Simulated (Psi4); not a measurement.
# CH2InN (InH2(CN)): PBE/def2-SVPD (core potential)

What is the energy change on altering one bond length of CH2InN (InH2(CN)) at PBE/def2-SVPD (core potential)? 

The results are computed with Psi4 1.11.

2 further runs of the same task are left out: 1 that didn't finish, 1 set aside as unsound or not needed.

### 1 The structure to begin with

CH2InN has 5 atoms, charge 0, and is taken as a singlet. As SMILES, `[H][In]([H])[C]#N`. Geometry: a GFN2-xTB relaxation, a rough one for these elements and not checked as a minimum.

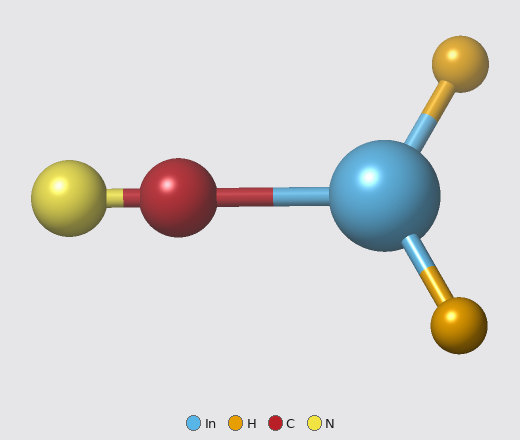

The structure, seen from a chosen angle (indium blue, hydrogen amber, carbon red, nitrogen yellow).

### 2 The energy at PBE/def2-SVPD (core potential)

The input, ch2inn.inp:

```
memory 1600 MB

molecule geom {
  0 1
  In     0.388840     0.677450     0.001560
  H      2.110710     0.593290     0.054450
  H     -0.539050     2.131330    -0.025030
  C     -0.695170    -1.203410    -0.018850
  N     -1.265330    -2.198670    -0.012130
  symmetry c1
}

set globals {
  basis def2-SVPD
  reference rks
  puream true
  e_convergence 1e-09
  d_convergence 1e-08
  scf_type pk
  dft_radial_points 99
  dft_spherical_points 590
}

energy_value = energy('pbe')
print_variables()
```

Run with:

```bash
$ psi4 -i ch2inn.inp -o ch2inn.out -n 1
```

ch2inn.out (excerpt; [...] marks lines left out):

```text
[...]
    !!!  WARNING: ECP capability is in beta. Please check occupations closely.  !!!
[...]
  Running in c1 symmetry.
[...]
  Nuclear repulsion =   90.185460570115453
[...]
  Multiplicity = 1
[...]
  Nalpha       = 18
  Nbeta        = 18
[...]
    Number of basis functions: 88
[...]
   @RKS iter   1:  -283.70534615142026   -8.53884e-01   7.30620e-03 ADIIS/DIIS
[...]
   @RKS iter  12:  -283.95915768732345   -9.66338e-13   1.49441e-09 DIIS
[...]
    Orbital Energies [Eh]
    ---------------------
    Doubly Occupied:
       1A    -13.988588     2A     -9.912409     3A     -4.523264
       4A     -2.972089     5A     -2.960274     6A     -2.958471
       7A     -0.810228     8A     -0.736831     9A     -0.730288
      10A     -0.728376    11A     -0.727465    12A     -0.726275
      13A     -0.452387    14A     -0.352149    15A     -0.312805
      16A     -0.308959    17A     -0.290874    18A     -0.284993
[...]
  @RKS Final Energy:  -283.95915768732345
   => Energetics <=
    Nuclear Repulsion Energy =             90.1854605701154526
    One-Electron Energy =                -639.9029566190880587
    Two-Electron Energy =                 295.2890099697856385
    DFT Exchange-Correlation Energy =     -29.5306716081364513
    Empirical Dispersion Energy =           0.0000000000000000
    VV10 Nonlocal Energy =                  0.0000000000000000
    Total Energy =                       -283.9591576873234544
[...]
 Multipole Moments:
 ------------------------------------------------------------------------------------
     Multipole            Electronic (a.u.)      Nuclear  (a.u.)        Total (a.u.)
 ------------------------------------------------------------------------------------
 L = 1.  Multiply by 2.5417464519 to convert [e a0] to [Debye]
 Dipole X            :         16.6481947          -15.8354547            0.8127401
 Dipole Y            :         28.9441937          -27.5264018            1.4177919
 Dipole Z            :          0.1684449           -0.1675961            0.0008488
 Magnitude           :                                                    1.6342218
[...]
```

Run time: 17 s. Hardware: 1 thread of AMD EPYC 7R43 (Zen 3), shared host; peak memory 0.95 GiB.

### 3 The distorted shape, same level

The input, input.dat:

```
memory 1600 MB

molecule {
  0 1
  In     0.474374     0.826756     0.000552
  H      2.196244     0.742596     0.053442
  H     -0.453516     2.280636    -0.026038
  C     -0.609636    -1.054104    -0.019858
  N     -1.265330    -2.198670    -0.012130
  symmetry c1
  no_reorient
  no_com
}

set globals {
  basis                def2-SVPD
  reference            rks
  puream               true
  e_convergence        1e-09
  d_convergence        1e-08
  scf_type             pk
  dft_radial_points    99
  dft_spherical_points 590
}

E, wfn = energy("pbe", return_wfn=True)
oeprop(wfn, "MULLIKEN_CHARGES", "MAYER_INDICES", "WIBERG_LOWDIN_INDICES")
```

Run with:

```bash
$ psi4 -i input.dat -o output.dat -n 1
```

output.dat (excerpt; [...] marks lines left out):

```text
[...]
    !!!  WARNING: ECP capability is in beta. Please check occupations closely.  !!!
[...]
  Running in c1 symmetry.
[...]
  Nuclear repulsion =   86.441889112576590
[...]
  Multiplicity = 1
[...]
  Nalpha       = 18
  Nbeta        = 18
[...]
    Number of basis functions: 88
[...]
   @RKS iter   1:  -283.64869547668098   -9.93316e-01   8.00657e-03 ADIIS/DIIS
[...]
   @RKS iter  13:  -283.92908964438766   -5.11591e-13   1.34544e-09 DIIS
[...]
  @RKS Final Energy:  -283.92908964438766
   => Energetics <=
    Nuclear Repulsion Energy =             86.4418891125765896
    One-Electron Energy =                -632.4214053191856237
    Two-Electron Energy =                 291.4288214241686319
    DFT Exchange-Correlation Energy =     -29.3783948619472888
    Empirical Dispersion Energy =           0.0000000000000000
    VV10 Nonlocal Energy =                  0.0000000000000000
    Total Energy =                       -283.9290896443876591
[...]
 Multipole Moments:
 ------------------------------------------------------------------------------------
     Multipole            Electronic (a.u.)      Nuclear  (a.u.)        Total (a.u.)
 ------------------------------------------------------------------------------------
 L = 1.  Multiply by 2.5417464519 to convert [e a0] to [Debye]
 Dipole X            :          2.3548985           -1.5317062            0.8231923
 Dipole Y            :          3.9495017           -2.5137250            1.4357767
 Dipole Z            :          0.3129464           -0.3119220            0.0010244
 Magnitude           :                                                    1.6550231
[...]
  Mulliken Charges: (a.u.)
   Center  Symbol    Alpha    Beta     Spin     Total
       1    IN    10.59701 10.59701  0.00000 -0.19401
       2     H     0.47095  0.47095  0.00000  0.05809
       3     H     0.47099  0.47099  0.00000  0.05802
       4     C     2.84230  2.84230  0.00000  0.31540
       5     N     3.61875  3.61875  0.00000 -0.23750
   Total alpha = 18.00000, Total beta = 18.00000, Total charge = -0.00000
  Mayer Bond Indices:
[...]
```

It took 19 s on 1 thread of AMD EPYC 7R43 (Zen 3), shared host; peak memory 0.94 GiB.

### 4 Results

At PBE/def2-SVPD (core potential):

```
                                                         quantity          value
                                        first shape: total energy  -283.95916 Eh
                                       first shape: dipole moment         4.15 D
                                         first shape: HOMO energy       -7.76 eV
                                         first shape: LUMO energy       -3.41 eV
                                       first shape: HOMO–LUMO gap        4.35 eV
                                    distorted shape: total energy  -283.92909 Eh
                                   distorted shape: dipole moment         4.21 D
                                     distorted shape: HOMO energy       -7.39 eV
                                     distorted shape: LUMO energy       -3.57 eV
                                   distorted shape: HOMO–LUMO gap        3.82 eV
energy change with the C4–N5 bond stretched from 1.147 to 1.319 Å       0.818 eV
```

With the C4–N5 bond stretched from 1.147 to 1.319 Å the energy rises by 0.82 eV (78.9 kJ/mol). The first shape isn't relaxed at this level, so the change isn't measured from a minimum. Mulliken charges (distorted shape) run from -0.24 on N5 to +0.32 on C4; in a basis this large or diffuse they mean little.
